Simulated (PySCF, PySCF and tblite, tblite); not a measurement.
# C4H6O2: conformers and averaged spectra, part 2 of 2

PySCF and tblite. Atoms count from 0.

## 6. Single-point energy, conformer 1: B3LYP/def2-TZVP in chloroform

Job settings and geometry (Å):

```
{"job": {"xc": "B3LYP", "basis": "def2-TZVP", "solvent": "chloroform", "kind": "sp"}, "charge": 0, "multiplicity": 1}
O      1.398217    -0.436630    -1.295815
C      1.228407    -0.278003    -0.112293
O      2.220437    -0.390103     0.780413
C     -0.066670     0.057659     0.523336
C     -1.308848    -0.494428    -0.134220
C     -0.997669     0.950111    -0.263882
H      3.016889    -0.609524     0.272413
H     -0.046193     0.151550     1.610454
H     -1.145292    -1.127355    -1.009965
H     -2.120550    -0.804880     0.527782
H     -1.585602     1.675112     0.303745
H     -0.620731     1.298522    -1.228648
```

The program printed:

```text
coarse grid: 10240 points
cycle   1  E = -306.4388633751  dE =  1.044e+00  |g| = 9.981e-01  |ddm| = 2.667e+00
cycle   2  E = -306.0592985518  dE =  3.796e-01  |g| = 1.757e+00  |ddm| = 2.481e+00
cycle   3  E = -306.6009741638  dE = -5.417e-01  |g| = 2.815e-01  |ddm| = 1.858e+00
cycle   4  E = -306.6147930383  dE = -1.382e-02  |g| = 8.655e-02  |ddm| = 2.502e-01
cycle   5  E = -306.6158777279  dE = -1.085e-03  |g| = 2.577e-02  |ddm| = 6.437e-02
cycle   6  E = -306.6160207420  dE = -1.430e-04  |g| = 5.656e-03  |ddm| = 2.599e-02
cycle   7  E = -306.6160271659  dE = -6.424e-06  |g| = 1.345e-03  |ddm| = 5.185e-03
final grid: 99480 points
cycle   8  E = -306.6102140555  dE = -5.451e-05  |g| = 6.595e-03  |ddm| = 6.369e-02
cycle   9  E = -306.6101995608  dE =  1.449e-05  |g| = 1.074e-02  |ddm| = 1.078e-02
cycle  10  E = -306.6102232751  dE = -2.371e-05  |g| = 1.763e-03  |ddm| = 7.364e-03
cycle  11  E = -306.6102238114  dE = -5.363e-07  |g| = 3.915e-04  |ddm| = 1.533e-03
cycle  12  E = -306.6102238399  dE = -2.858e-08  |g| = 1.285e-04  |ddm| = 3.707e-04
cycle  13  E = -306.6102238425  dE = -2.542e-09  |g| = 3.936e-05  |ddm| = 1.110e-04
cycle  14  E = -306.6102238427  dE = -2.437e-10  |g| = 8.247e-06  |ddm| = 2.983e-05
converged SCF energy = -306.6102238427
```

It took 10 s on 1 thread of Arm Neoverse V1, shared host; peak memory 0.78 GiB.

Key values: HOMO -7.96 eV, LUMO -0.07 eV; dipole 2.03 D.

## 7. Shieldings, conformer 2: WP04/pcSseg-1 in chloroform

Job settings and geometry (Å):

```
{"job": {"xc": "WP04", "basis": "pcSseg-1", "solvent": "chloroform", "kind": "nmr", "pop": false}, "charge": 0, "multiplicity": 1}
O      2.113795    -1.254400    -0.479704
C      1.308956    -0.487448    -0.018214
O      1.646297     0.443385     0.894032
C     -0.128174    -0.456380    -0.373082
C     -0.881477     0.853123    -0.390190
C     -1.162606    -0.136309     0.681264
H      2.596021     0.333234     1.051968
H     -0.378047    -1.204265    -1.127100
H     -0.318220     1.749587    -0.122617
H     -1.612267     0.987579    -1.190934
H     -2.092457    -0.708394     0.643577
H     -0.792243     0.078234     1.685958
```

The program printed:

```text
coarse grid: 10240 points
cycle   1  E = -312.8692570645  dE =  1.023e+00  |g| = 1.295e+00  |ddm| = 3.111e+00
cycle   2  E = -312.2532646036  dE =  6.160e-01  |g| = 2.196e+00  |ddm| = 2.261e+00
cycle   3  E = -313.1233514928  dE = -8.701e-01  |g| = 4.264e-01  |ddm| = 1.737e+00
cycle   4  E = -313.1564116387  dE = -3.306e-02  |g| = 1.368e-01  |ddm| = 3.412e-01
cycle   5  E = -313.1591528233  dE = -2.741e-03  |g| = 4.588e-02  |ddm| = 8.984e-02
cycle   6  E = -313.1596022446  dE = -4.494e-04  |g| = 8.223e-03  |ddm| = 3.737e-02
cycle   7  E = -313.1596145435  dE = -1.230e-05  |g| = 2.887e-03  |ddm| = 6.932e-03
cycle   8  E = -313.1596163355  dE = -1.792e-06  |g| = 4.660e-04  |ddm| = 2.304e-03
final grid: 99480 points
cycle   9  E = -313.2400469906  dE = -5.233e-05  |g| = 8.926e-03  |ddm| = 2.767e-02
cycle  10  E = -313.2400132361  dE =  3.375e-05  |g| = 1.584e-02  |ddm| = 1.669e-02
cycle  11  E = -313.2400631421  dE = -4.991e-05  |g| = 2.493e-03  |ddm| = 1.118e-02
cycle  12  E = -313.2400642910  dE = -1.149e-06  |g| = 3.856e-04  |ddm| = 1.621e-03
cycle  13  E = -313.2400643085  dE = -1.743e-08  |g| = 2.121e-04  |ddm| = 3.136e-04
cycle  14  E = -313.2400643164  dE = -7.931e-09  |g| = 4.083e-05  |ddm| = 1.448e-04
cycle  15  E = -313.2400643167  dE = -3.353e-10  |g| = 1.091e-05  |ddm| = 3.562e-05
converged SCF energy = -313.2400643167

GIAO shielding tensors (ppm)
atom      isotropic    diamagn.    paramagn.     s11        s22        s33       span
  0 O      -85.980     403.626    -489.607   -336.469   -177.574    256.103    592.572
  1 C       -9.045     249.262    -258.306   -117.021     25.049     64.838    181.860
  2 O      127.136     395.759    -268.622    -32.357    161.448    252.318    284.675
  3 C      154.540     252.299     -97.759    113.519    132.948    217.154    103.634
  4 C      159.414     252.712     -93.298    130.913    157.574    189.755     58.842
  5 C      159.219     252.994     -93.775    130.607    157.554    189.497     58.890
  6 H       25.535      29.582      -4.046     20.574     21.932     34.100     13.526
  7 H       30.082      31.535      -1.453     23.736     28.384     38.125     14.389
  8 H       30.301      30.846      -0.545     24.947     28.448     37.507     12.560
  9 H       30.451      29.632       0.819     25.283     26.569     39.501     14.218
 10 H       30.445      29.568       0.878     25.286     26.557     39.492     14.206
 11 H       30.324      30.775      -0.452     24.995     28.460     37.515     12.520
```

Run time: 9 s. Hardware: 1 thread of Arm Neoverse V1, shared host; peak memory 0.72 GiB.

Key values: HOMO -9.15 eV, LUMO -2.20 eV; dipole 2.66 D.

## 8. Single-point energy, conformer 2: B3LYP/def2-TZVP in chloroform

Changed since step 7:

```diff
@@ -1,2 +1,2 @@
-{"job": {"xc": "WP04", "basis": "pcSseg-1", "solvent": "chloroform", "kind": "nmr", "pop": false}, "charge": 0, "multiplicity": 1}
+{"job": {"xc": "B3LYP", "basis": "def2-TZVP", "solvent": "chloroform", "kind": "sp"}, "charge": 0, "multiplicity": 1}
 O      2.113795    -1.254400    -0.479704
```

The program printed:

```text
coarse grid: 10240 points
cycle   1  E = -306.4378280216  dE =  1.037e+00  |g| = 9.990e-01  |ddm| = 2.645e+00
cycle   2  E = -306.0684122504  dE =  3.694e-01  |g| = 1.744e+00  |ddm| = 3.514e+00
cycle   3  E = -306.6005850079  dE = -5.322e-01  |g| = 2.733e-01  |ddm| = 2.831e+00
cycle   4  E = -306.6135962369  dE = -1.301e-02  |g| = 8.847e-02  |ddm| = 2.523e-01
cycle   5  E = -306.6147816055  dE = -1.185e-03  |g| = 2.474e-02  |ddm| = 7.930e-02
cycle   6  E = -306.6149125345  dE = -1.309e-04  |g| = 5.415e-03  |ddm| = 2.764e-02
cycle   7  E = -306.6149182480  dE = -5.714e-06  |g| = 1.314e-03  |ddm| = 4.648e-03
final grid: 99480 points
cycle   8  E = -306.6089858595  dE = -5.608e-05  |g| = 6.424e-03  |ddm| = 5.784e-02
cycle   9  E = -306.6089720413  dE =  1.382e-05  |g| = 1.039e-02  |ddm| = 1.161e-02
cycle  10  E = -306.6089947033  dE = -2.266e-05  |g| = 1.805e-03  |ddm| = 8.786e-03
cycle  11  E = -306.6089952638  dE = -5.604e-07  |g| = 3.779e-04  |ddm| = 1.976e-03
cycle  12  E = -306.6089952893  dE = -2.551e-08  |g| = 1.167e-04  |ddm| = 3.101e-04
cycle  13  E = -306.6089952913  dE = -1.993e-09  |g| = 4.022e-05  |ddm| = 1.168e-04
cycle  14  E = -306.6089952915  dE = -2.643e-10  |g| = 7.786e-06  |ddm| = 2.914e-05
converged SCF energy = -306.6089952915
```

Wall time 10 s (1 thread of Arm Neoverse V1, shared host); peak memory 0.78 GiB.

This run: HOMO -7.74 eV, LUMO -0.07 eV; dipole 2.67 D.

## 9. Averages: properties at WP04/pcSseg-1 in chloroform

Job settings and geometry (Å):

```
{"job": {"study": "conf", "smiles": "O=C(O)C1CC1", "search": {"seed": 1240, "n_embed": 90, "ff_keep": 18, "window": 3.0, "nmax": 6, "temps": [150, 200, 250, 298.15, 400], "t_ref": 298.15, "order": 0.001, "geom": true}, "level": {"nmr": {"xc": "WP04", "basis": "pcSseg-1", "solvent": "chloroform"}, "sp": {"xc": "B3LYP", "basis": "def2-TZVP", "solvent": "chloroform"}}, "kind": "conf"}, "charge": 0, "multiplicity": 1}
O      1.398217    -0.436630    -1.295815
C      1.228407    -0.278003    -0.112293
O      2.220437    -0.390103     0.780413
C     -0.066670     0.057659     0.523336
C     -1.308848    -0.494428    -0.134220
C     -0.997669     0.950111    -0.263882
H      3.016889    -0.609524     0.272413
H     -0.046193     0.151550     1.610454
H     -1.145292    -1.127355    -1.009965
H     -2.120550    -0.804880     0.527782
H     -1.585602     1.675112     0.303745
H     -0.620731     1.298522    -1.228648
```

The program printed:

```text
conformer  sym    E(xTB)   E(DFT)   G(298.15 K)  weight  dipole/D
    1     Cs      0.000    0.000    0.000   0.8137    2.026
    2     Cs      0.646    0.741    0.873   0.1863    2.671

mean shielding (ppm) by class
class atoms           150 K      200 K      250 K   298.15 K      400 K
  0 O  0            -48.511    -50.448    -52.221     -53.67    -55.989
  1 C  1            -10.841    -10.748    -10.663    -10.594    -10.483
  2 O  2            109.928    110.818    111.632    112.298    113.362
  3 C  3            156.747    156.633    156.529    156.444    156.307
  4 C  4,5          158.199    158.257     158.31    158.353    158.422
  5 H  6             25.051     25.076     25.099     25.118     25.148
  6 H  7             29.919     29.928     29.935     29.941     29.952
  7 H  8,11           30.46     30.452     30.445     30.439      30.43
  8 H  9,10          30.444     30.444     30.445     30.445     30.445
```

Wall time 45 s (1 thread of Arm Neoverse V1, shared host). This counts the runs that the step sums up.

The search (ETKDG, MMFF94s, GFN2-xTB) embedded 90 structures, kept 2 distinct ones after the force field and 2 after xTB; 2 were carried on (window 3.0 kcal/mol at the search's own energies). Energies: B3LYP/def2-TZVP in chloroform with D3(BJ).

The conformers at 298 K:

```tsv
no.	group	mirror pair	ΔE xTB	ΔE DFT	ΔG	weight (%)	μ (D)	O0–C1–O2–H6 (°)	O2–C1–C3–C4 (°)	A, B, C (GHz)
1	Cs	no	0.00	0.00	0.00	81.4	2.03	0	-148	7.70, 2.74, 2.40
2	Cs	no	0.65	0.74	0.87	18.6	2.67	0	33	7.54, 2.79, 2.42
```

Energies in kcal/mol. ΔG holds xTB vibrations and rotation, symmetry numbers and mirror pairs.

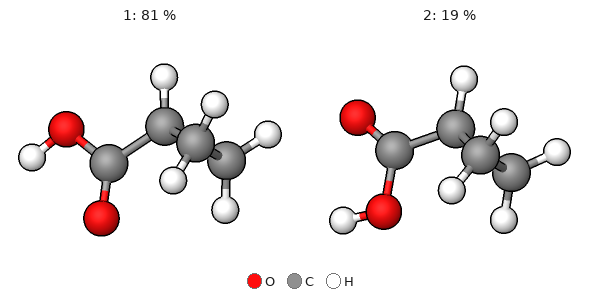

The conformers with their weights.

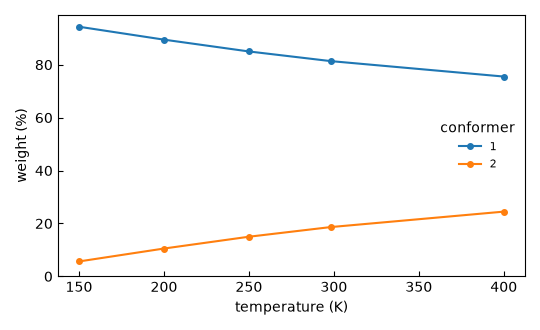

Weights against temperature.

How the weights hang on the way they are made:

```tsv
scheme	1	2	mean μ (D)
DFT free energy	81	19	2.15
DFT energy, symmetry counted	78	22	2.17
DFT energy alone	78	22	2.17
xTB energy, symmetry counted	75	25	2.19
xTB free energy	79	21	2.16
lowest conformer only	100	0	2.03
equal weights	50	50	2.35
conformers found from three starts alone	0	100	2.67
```

Shifts against references run at the same level (¹⁷O H2O 324.9, ¹H TMS 31.55, ¹³C TMS 173.1 ppm of shielding), by class of atoms, at 298 K:

```tsv
atoms	environment	no. 1	no. 2	average
C1	carboxylic acid carbon	184.1	182.2	183.7
C3	three-membered-ring carbon	16.2	18.6	16.7
C4, C5	three-membered-ring carbon	15.0	13.8	14.8
H6	hydrogen on an acid hydroxyl oxygen	6.53	6.01	6.43
H7	hydrogen on a three-membered-ring carbon	1.64	1.47	1.61
H8, H11	hydrogen on a three-membered-ring carbon	1.08	1.24	1.11
H9, H10	hydrogen on a three-membered-ring carbon	1.10	1.10	1.10
O0	carbonyl oxygen	371.2	410.9	378.6
O2	acid hydroxyl oxygen	216.0	197.8	212.6
```

Effective distances for nuclear Overhauser effects, ⟨r⁻⁶⟩^(−1/6) over all pairs of two classes (Å): H8···H9 2.06; H7···H9 2.53; H7···H8 3.12; H6···H7 3.50; H6···H8 4.05.

## 10. Outcome

This closing draws on all 2 parts.

```
                                         quantity                                                value
                                       conformers  2; the first in weight is no. 1 (Cs), 81 % at 298 K
                          root-mean-square dipole                                               2.16 D
averaged ¹³C shifts (WP04/pcSseg-1 in chloroform)                                183.7, 16.7, 14.8 ppm
 averaged ¹H shifts (WP04/pcSseg-1 in chloroform)                           6.43, 1.61, 1.11, 1.10 ppm
```

**Reading.** At 298 K conformer 1 holds 81 % of the ensemble (94 % at 150 K, 76 % at 400 K). Among conformers over 5 %, H6 differs by 0.51 ppm, while the average moves by 0.10 ppm from 150 to 400 K. Protons on O, N, S or Se exchange and bind to solvent, so their values hold for the lone molecule only.
